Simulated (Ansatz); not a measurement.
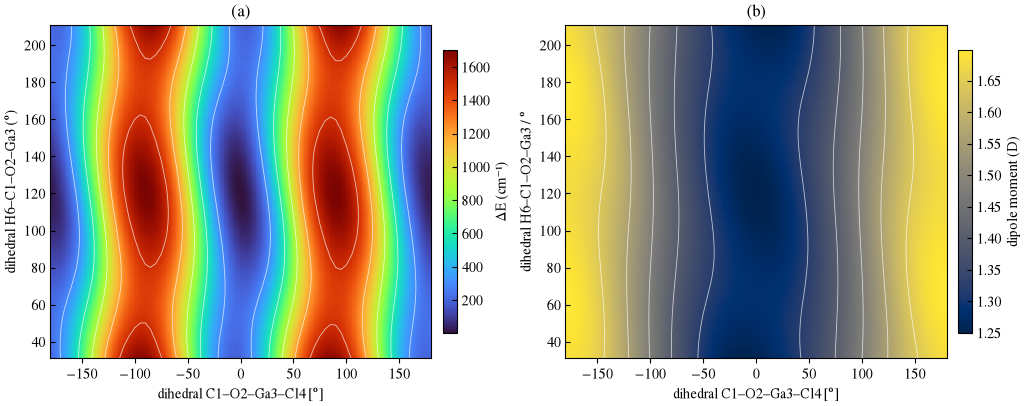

CH₃BrClGaO, SMILES C[O][Ga]([Cl])[Br]. The first coordinate is: dihedral C1–O2–Ga3–Cl4; the second: dihedral H6–C1–O2–Ga3. Nothing is relaxed (all other coordinates rigid). The scan uses a 12 × 13 grid. Points are written as (first, second). All energies are given in cm⁻¹ relative to the lowest grid point. Computed with RKS PBE0-D4/def2-SVP in Ansatz.

Panel (a) is the energy and panel (b) the computed dipole moment on the same grid.

In the figure: a smooth colour map with a few white contour lines. Between grid points the surface is interpolated.

How does the dipole moment vary over the map, and what is it at the lowest grid point?

Leaving out the highest fifth of the energies, it runs from 1.25 D at (0°, 121°) to 1.70 D at (−180°, 61°). At the lowest grid point, (0°, 121°), it is 1.25 D.
